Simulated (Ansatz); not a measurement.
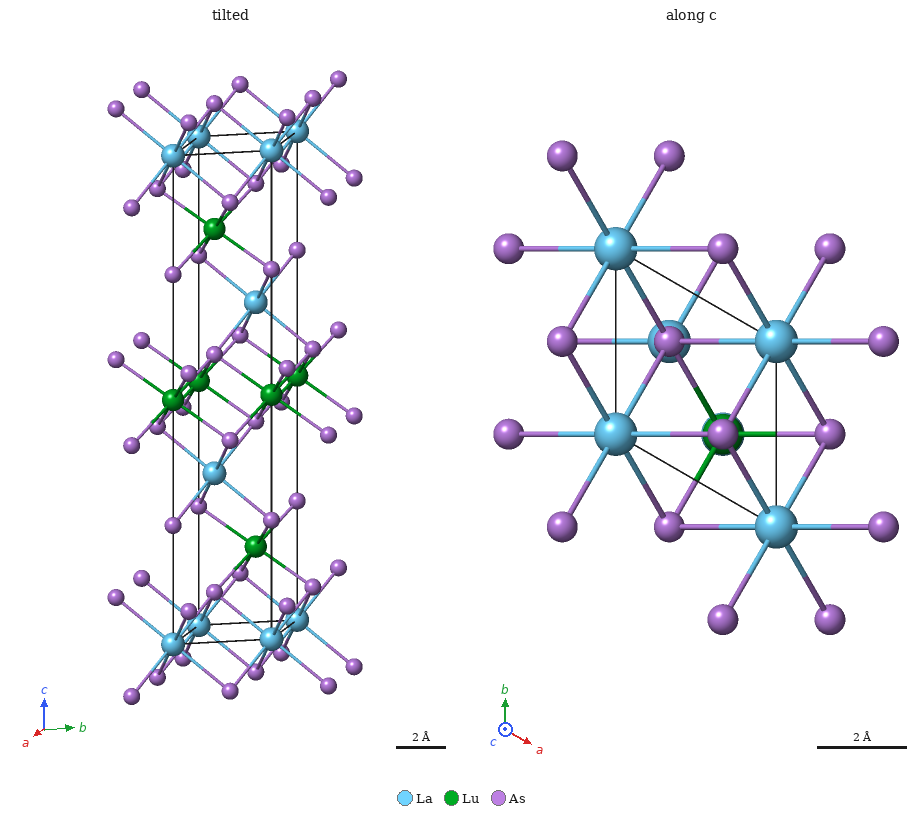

The crystal in a ball-and-stick representation, seen slightly off an axis and along the c axis. Lines trace the edges of the conventional unit cell. A few atoms beyond the faces are included.

LaLuAs₂, space group R-3m (No. 166), a = 4.206 Å, b = 4.206 Å, c = 20.525 Å, α = 90.00°, β = 90.00°, γ = 120.00°. The cell started as a structure type filled with these elements by a generator (whether the compound takes this form wasn't checked). Earlier steps of the study may have refined or changed the cell and positions. An electronic-structure calculation with Ansatz was run on it.

This one geometry was computed with Ansatz (DFT, plane waves, PAW) at three levels of theory: PBE, r2SCAN and PBE with spin-orbit coupling. It was relaxed beforehand with r2SCAN.

> How does the band gap change with the level of theory?

All levels give a metal.

> Collect the results in a table.

| level | cutoff (eV) | k-mesh of the run's cell | gap (eV) | pressure (GPa) |
| --- | --- | --- | --- | --- |
| PBE | 420 | 8×8×8 | metal | 0.2 |
| r2SCAN | 500 | 8×8×8 | metal | 0.0 |
| PBE with spin-orbit coupling | 420 | 8×8×8 | metal | 0.1 |

Gaps are taken on the k-mesh or band path of each run.
